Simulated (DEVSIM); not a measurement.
Structure: abrupt Si p-n junction, at 300 K.

| layer (left to right) | material | thickness (μm) | Nd (cm⁻³) | Na (cm⁻³) | τn (s) | τp (s) |
|---|---|---|---|---|---|---|
| 1 | Si | 26.0 | - | 3.5e18 | 8.7e-5 | 8.7e-5 |
| 2 | Si | 17.0 | 1.6e16 | - | 8.7e-5 | 8.7e-5 |

Left contact: ohmic. Right contact: ohmic. Voltage is applied to the left contact. Recombination: SRH at mid-gap, radiative, Auger. Mobility is μmin + (μ − μmin)/(1 + (N/Nref)^α).

Constants are typed, rounded textbook-type inputs, not results; the design itself was drawn at random and stands for no fabricated device. Values at 300 K.

| parameter | Si |
|---|---|
| gap (eV) | 1.124 |
| affinity (eV) | 4.05 |
| permittivity | 11.7 |
| Nc (cm⁻³) | 2.86e19 |
| Nv (cm⁻³) | 3.1e19 |
| μn (cm²/Vs) | 1417 |
| μp (cm²/Vs) | 470 |
| μn,min | 52 |
| μp,min | 45 |
| Nref,n | 9.7e16 |
| Nref,p | 2.2e17 |
| αn | 0.68 |
| αp | 0.72 |
| B (cm³/s) | 4.7e-15 |
| Cn (cm⁶/s) | 2.8e-31 |
| Cp (cm⁶/s) | 9.9e-32 |

Simulated with DEVSIM: 1D drift-diffusion, Boltzmann statistics, complete ionisation; no tunnelling, impact ionisation, image-force lowering or self-heating.

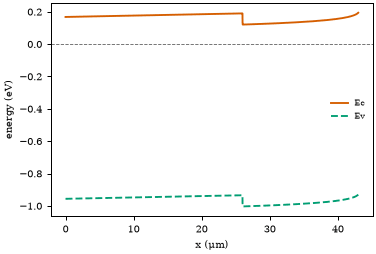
Fig. 1. Band edges at 0.9 V on the left contact

Energies count from the Fermi level of the right contact; mesh points crowd at the junctions.

| x (μm) | Ec (eV) | Ev (eV) | n (cm⁻³) | p (cm⁻³) | field (V/cm) |
|---|---|---|---|---|---|
| 0.000 | 0.168 | -0.956 | < 1e2 | 3.5e18 | ≈ 0 |
| 0.04532 | 0.168 | -0.956 | 3.4e13 | 3.5e18 | ≈ 0 |
| 0.1760 | 0.168 | -0.956 | 1.3e14 | 3.5e18 | ≈ 0 |
| 0.5531 | 0.168 | -0.956 | 4.1e14 | 3.5e18 | ≈ 0 |
| 2.378 | 0.170 | -0.954 | 1.7e15 | 3.5e18 | ≈ 0 |
| 6.905 | 0.173 | -0.951 | 4.7e15 | 3.5e18 | ≈ 0 |
| 17.36 | 0.182 | -0.942 | 1.1e16 | 3.5e18 | ≈ 0 |
| 23.94 | 0.188 | -0.936 | 1.6e16 | 3.5e18 | ≈ 0 |
| 25.30 | 0.189 | -0.935 | 1.7e16 | 3.5e18 | ≈ 0 |
| 25.77 | 0.189 | -0.935 | 1.8e16 | 3.5e18 | ≈ 0 |
| 25.94 | 0.190 | -0.934 | 1.8e16 | 3.5e18 | ≈ 0 |
| 26.00 | 0.145 | -0.979 | 9.9e16 | 6.4e17 | -45000 |
| 26.05 | 0.121 | -1.003 | 2.6e17 | 2.4e17 | ≈ 0 |
| 26.20 | 0.121 | -1.003 | 2.6e17 | 2.4e17 | 14 |
| 26.91 | 0.122 | -1.002 | 2.5e17 | 2.3e17 | 14 |
| 28.68 | 0.124 | -1.000 | 2.2e17 | 2.1e17 | 16 |
| 33.77 | 0.134 | -0.990 | 1.5e17 | 1.4e17 | 23 |
| 39.68 | 0.155 | -0.969 | 7.1e16 | 5.5e16 | 54 |
| 42.22 | 0.176 | -0.948 | 3.2e16 | 1.6e16 | 140 |
| 42.74 | 0.186 | -0.938 | 2.2e16 | 5.8e15 | 250 |
| 42.93 | 0.191 | -0.933 | 1.8e16 | 1.8e15 | 350 |
| 43.00 | 0.194 | -0.930 | 1.6e16 | 7300 | 390 |
